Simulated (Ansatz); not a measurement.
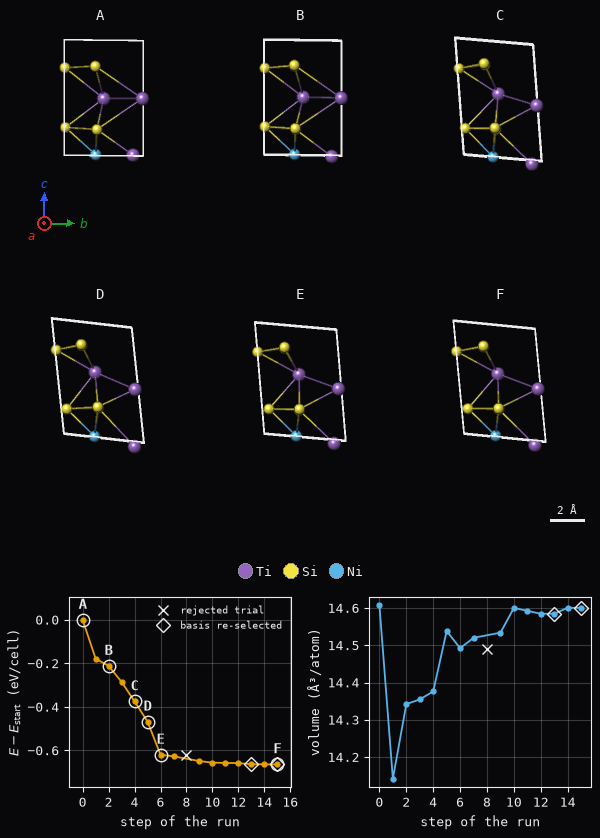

Frames of a relaxation of solid Ti$_{3}$Si$_{4}$Ni (a generated structure, set up in P1) (coarse preliminary run), marked on the history of the run. A ball-and-stick model of the cell of the calculation, seen along the a axis.

Theory: DFT PBE, scalar-relativistic, plane waves, PAW (Ansatz 0.2.0).

Input file:
```yaml
crystal:
  lattice:
    - [-3.6292692768, 0.0607297566, -0.0196477684]
    - [-0.0247922372, 0.0267136097, -4.6972195472]
    - [0.1139394728, -6.8571346773, 0.0397194066]
  atoms:
    - { symbol: Ti, position: [0.9889169638, 0.9887910345, 0.4979510149] }
    - { symbol: Ti, position: [0.5053015663, 0.4996757843, 0.4938724583] }
    - { symbol: Ti, position: [1.01728507, 0.8708344517, 1.0064560763] }
    - { symbol: Si, position: [1.0008179243, 0.4147345849, 0.2248482844] }
    - { symbol: Si, position: [0.9908702314, 0.3941010634, 0.7730418985] }
    - { symbol: Si, position: [0.4910810536, 0.0108302504, 0.757165502] }
    - { symbol: Si, position: [0.5084331179, 0.0162330137, 0.2396837103] }
    - { symbol: Ni, position: [0.4972940726, 0.3987998172, 0.0069810553] }
basis:
  ecutwfc: 420
kpoints:
  mp_grid: { grid: [6, 6, 4] }
hamiltonian:
  xc: pbe
scf:
  occupations: { method: gaussian, width: 0.2 }
  lower_state_search: "off"
output:
  forces: true
  stress: true
  eigenvalues: true
relax:
  adjacent_minimum: "off"
  f_tol: 0.025
  max_steps: 60
  cell: { stress_tol: 0.25 }
```

Command:
```bash
ansatz run input.yaml --threads 4 --pin off --max-ram 8192MiB --backend cpu --events-out ev --progress --plain --runs-dir out
```

Q: Describe the path.

A: The atom that moves furthest relative to the cell is Ti2 (0.49 Å roughly along +c). By element the largest moves are Ti 0.49 Å, Si 0.33 Å, Ni 0.05 Å. The drawn cell changes at constant volume: a 3.630 → 3.625 Å (−0.1 %), b 4.697 → 4.870 Å (+3.7 %), c 6.858 → 6.742 Å (−1.7 %), α 90.7° → 101.1°, β 91.9° → 90.0°, γ 89.4° → 90.0°. Some distances before and after: Ti2–Si7 3.004 → 3.995 Å, Ti1–Si5 3.389 → 4.129 Å, Ti1–Si4 3.266 → 2.614 Å, Ti2–Si6 2.989 → 2.539 Å. Bond angles that change, for instance: Si5–Ni8–Si5 97.1° → 104.0°, Si6–Ni8–Si7 84.8° → 89.8°, Si4–Ni8–Si6 117.0° → 121.4°. The space group (tolerance 0.01 Å) goes from P1 (No. 1) to Pm (No. 6). Over 12 accepted moves (15 points after the start) the energy falls by 0.664 eV per cell of the calculation. Largest force component: 0.77 eV/Å at the start, 0.0068 eV/Å at the end. Pressure: −1.82 GPa at the start and −0.02 GPa at the end. The line search rejected the trial step at point 8 of the run. The SCF was repeated twice at an unchanged geometry on a basis and grid sized afresh for the cell, which shifted the energy by 5.3 meV per cell of the calculation at most. The run took 6.2 min on 4 threads of Intel(R) Xeon(R) Processor @ 2.50GHz (Skylake/Cascade Lake) (shared host), peak memory 0.69 GiB. From step 0 to 2: Ti3 moves most (0.09 Å), volume −1.8 %, energy −0.211 eV per cell of the calculation. From step 2 to 4: Ti2 moves most (0.32 Å), volume +0.2 %, energy −0.163 eV per cell of the calculation. From step 4 to 5: Ti2 moves most (0.22 Å), volume +1.1 %, energy −93.2 meV per cell of the calculation. From step 5 to 6: Si4 moves most (0.14 Å), volume −0.3 %, energy −0.152 eV per cell of the calculation. From step 6 to 15: Ti3 moves most (0.06 Å), volume +0.7 %, energy −44.1 meV per cell of the calculation.

| step | E − E(0), meV/atom | largest force component, eV/Å | pressure, GPa | volume, Å³/atom | note |
| --- | --- | --- | --- | --- | --- |
| 0 | 0.00 | 0.7659 | -1.82 | 14.607 |  |
| 1 | -22.27 | 0.2956 | 1.39 | 14.142 |  |
| 2 | -26.43 | 0.1983 | -0.44 | 14.342 |  |
| 3 | -35.64 | 0.7846 | 1.10 | 14.355 |  |
| 4 | -46.82 | 0.7560 | 2.10 | 14.376 |  |
| 5 | -58.47 | 0.9251 | 1.47 | 14.539 |  |
| 6 | -77.46 | 0.2515 | 0.59 | 14.492 |  |
| 7 | -78.37 | 0.2241 | -0.32 | 14.520 |  |
| 8 | -77.65 | 0.3959 | 0.21 | 14.490 | rejected |
| 9 | -81.10 | 0.0612 | -0.09 | 14.534 |  |
| 10 | -81.99 | 0.0725 | -0.16 | 14.600 |  |
| 11 | -82.18 | 0.0417 | 0.01 | 14.592 |  |
| 12 | -82.24 | 0.0200 | -0.04 | 14.585 |  |
| 13 | -82.91 | 0.0204 | 0.08 | 14.585 | same geometry, new basis |
| 14 | -82.98 | 0.0069 | -0.02 | 14.601 |  |
| 15 | -82.98 | 0.0068 | -0.02 | 14.601 | same geometry, new basis |

Limits of the set-up: an element that often carries a moment was run without spin polarisation.
